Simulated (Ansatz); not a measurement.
**CH7NOSi (SMILES OCN[SiH3]) at HF/cc-pVDZ**

Aim: the energy change on altering one bond length of CH7NOSi at HF/cc-pVDZ, from 2 runs. 

The results are computed with Ansatz 0.2.0.

122 further runs of the same task are left out: 122 set aside as unsound or not needed.

**1. The molecule**

CH7NOSi: 11 atoms, total charge 0, spin state singlet. SMILES: `OCN[SiH3]`. The coordinates come from a PBE0-D4/def2-TZVP relaxation. This is one conformer, not always the lowest.

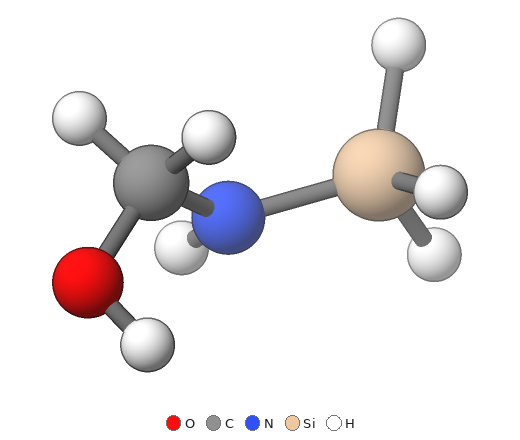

The structure, seen from a chosen angle (oxygen red, carbon grey, nitrogen blue, silicon light orange, hydrogen white).

**2. The energy at HF/cc-pVDZ**

The input, run.yaml:

```yaml
crystal:
  periodic: [false, false, false]
  atoms:
    - {symbol: O, position_ang: [-1.208000, 1.808500, -0.668400]}
    - {symbol: C, position_ang: [-0.009800, 1.197800, -0.260600]}
    - {symbol: N, position_ang: [0.021500, -0.204300, -0.552200]}
    - {symbol: Si, position_ang: [0.472500, -1.425900, 0.571200]}
    - {symbol: H, position_ang: [-1.930700, 1.291100, -0.299300]}
    - {symbol: H, position_ang: [0.776900, 1.753100, -0.781300]}
    - {symbol: H, position_ang: [0.150800, 1.320600, 0.820400]}
    - {symbol: H, position_ang: [0.033200, -0.410500, -1.539700]}
    - {symbol: H, position_ang: [-0.212700, -1.140500, 1.860100]}
    - {symbol: H, position_ang: [1.934400, -1.515500, 0.858100]}
    - {symbol: H, position_ang: [0.037100, -2.731600, 0.012700]}
basis:
  gaussian:
    orbitals: cc-pVDZ
hamiltonian:
  xc: hf
accuracy: high
output: {orbitals: {seedname: orbitals}}
```

Launch:

```
$ ansatz run run.yaml --threads 1 --pin off --max-ram 3480MiB --events-out events.jsonl --progress --plain --runs-dir runs
```

Log:

```text
Warning: RAYON_NUM_THREADS=1 ignored (pool sized by the plan → 1); use --threads N
Functional definition: HF
  name "HF"
  exchange = exact_x
  correlation = 0
2308 factors; integrals over basis functions are off by at most 3.8e-9 eV
mean field evaluation 1: about -12519.6239 eV, gradient 3.5e1 eV
mean field evaluation 2: about -12519.7538 eV, gradient 3.5e1 eV
mean field evaluation 4: about -12522.6181 eV, gradient 3.2e0 eV
mean field evaluation 8: about -12522.6565 eV, gradient 1.1e-1 eV
mean field -12522.65651308 eV, -460.1991386942 hartree, gradient 7.9e-8 eV, S^2 0.000000; 0 other end points of the search recorded, 0 dependent functions left out
reference -12522.65651308 eV, -460.1991386942 hartree; 21, 21 occupied and 74, 74 virtual orbitals, 2308 factors
Total energy: -12522.65651308 eV, -460.1991386942 hartree
```

Run time: 2.4 s. Hardware: 1 thread of Intel Xeon 6975P-C (Granite Rapids), shared host; peak memory 0.31 GiB.

**3. The distorted shape, same level**

The input, run.yaml:

```yaml
crystal:
  periodic: [false, false, false]
  atoms:
    - {symbol: O, position_ang: [-1.213850, 1.911600, -0.174650]}
    - {symbol: C, position_ang: [-0.015650, 1.300900, 0.233150]}
    - {symbol: "N", position_ang: [0.015650, -0.101200, -0.058450]}
    - {symbol: Si, position_ang: [0.466650, -1.322800, 1.064950]}
    - {symbol: H, position_ang: [-1.936550, 1.394200, 0.194450]}
    - {symbol: H, position_ang: [0.771050, 1.856200, -0.287550]}
    - {symbol: H, position_ang: [0.144950, 1.423700, 1.314150]}
    - {symbol: H, position_ang: [0.033200, -0.410500, -1.539700]}
    - {symbol: H, position_ang: [-0.218550, -1.037400, 2.353850]}
    - {symbol: H, position_ang: [1.928550, -1.412400, 1.351850]}
    - {symbol: H, position_ang: [0.031250, -2.628500, 0.506450]}
basis:
  gaussian: {orbitals: cc-pVDZ}
hamiltonian: {xc: hf}
accuracy: high
output: {orbitals: {seedname: orbitals}}
```

Launch:

```
$ ansatz run run.yaml --threads 1 --pin off --max-ram 3480MiB --events-out events.jsonl --progress --plain --runs-dir runs
```

Log:

```text
Warning: RAYON_NUM_THREADS=1 ignored (pool sized by the plan → 1); use --threads N
Functional definition: HF
  name "HF"
  exchange = exact_x
  correlation = 0
2316 factors; integrals over basis functions are off by at most 3.9e-9 eV
mean field evaluation 1: about -12516.6950 eV, gradient 3.5e1 eV
mean field evaluation 2: about -12516.8288 eV, gradient 3.5e1 eV
mean field evaluation 4: about -12519.9356 eV, gradient 3.6e0 eV
mean field evaluation 8: about -12519.9958 eV, gradient 9.9e-2 eV
mean field -12519.99584096 eV, -460.1013607975 hartree, gradient 8.7e-8 eV, S^2 0.000000; 0 other end points of the search recorded, 0 dependent functions left out
reference -12519.99584096 eV, -460.1013607975 hartree; 21, 21 occupied and 74, 74 virtual orbitals, 2316 factors
Total energy: -12519.99584096 eV, -460.1013607975 hartree
```

Run time: 2.4 s. Hardware: 1 thread of Intel Xeon 6975P-C (Granite Rapids), shared host; peak memory 0.3 GiB.

**4. Outcome**

At HF/cc-pVDZ:

```
                                                         quantity          value
                                        first shape: total energy  -460.19914 Eh
                                         first shape: HOMO energy      -10.51 eV
                                         first shape: LUMO energy        4.13 eV
                                       first shape: HOMO–LUMO gap       14.64 eV
                                    distorted shape: total energy  -460.10136 Eh
                                     distorted shape: HOMO energy      -10.42 eV
                                     distorted shape: LUMO energy        2.51 eV
                                   distorted shape: HOMO–LUMO gap       12.94 eV
energy change with the N3–H8 bond stretched from 1.009 to 1.513 Å       2.661 eV
```

What this shows: With the N3–H8 bond stretched from 1.009 to 1.513 Å the energy rises by 2.66 eV (61 kcal/mol). The first shape isn't relaxed at this level, so the change isn't measured from a minimum.
